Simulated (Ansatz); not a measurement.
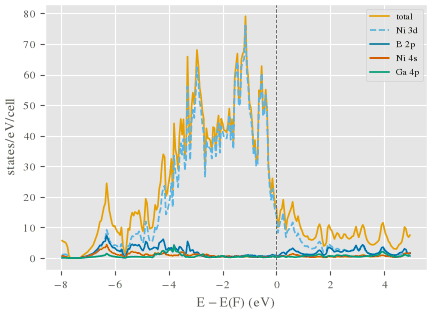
Total and projected density of states of Ga₂Ni₂₁B₆ in space group Fm-3m (No. 225; Pearson symbol cF116), r²SCAN in the plane-wave PAW code Ansatz

**Question.** Which orbitals carry the states next to the Fermi level?

**Answer.** Within 0.5 eV of the Fermi level: Ni 3d 88 %. Projections are on Löwdin-orthogonalised atomic valence shells; empty p or d shells of many metals are not among them.

**Question.** Where is the tallest occupied peak in this window, and what makes it?

**Answer.** Near -1.1 eV, about 79 states/eV per cell; the largest projected share is Ni 3d.

The first step of the workflow began from a Materials Project structure, measured or hypothetical; the Crystallography Open Database copy checked does not list it. Its standing as an ambient phase is unchecked. Symmetry was held in the r²SCAN relaxation; whether a distortion lowers the energy is not shown. Magnetic state: ferromagnetic, chosen from 2 collinear starts compared on coarse meshes (ties went to the first, and starts can fall back to one state), not a proven ground state. Other orbital occupations within this spin state were not tried. Spin–orbit coupling is left out wherever it is not named.

Potentials: the later of the program's two PAW sets.
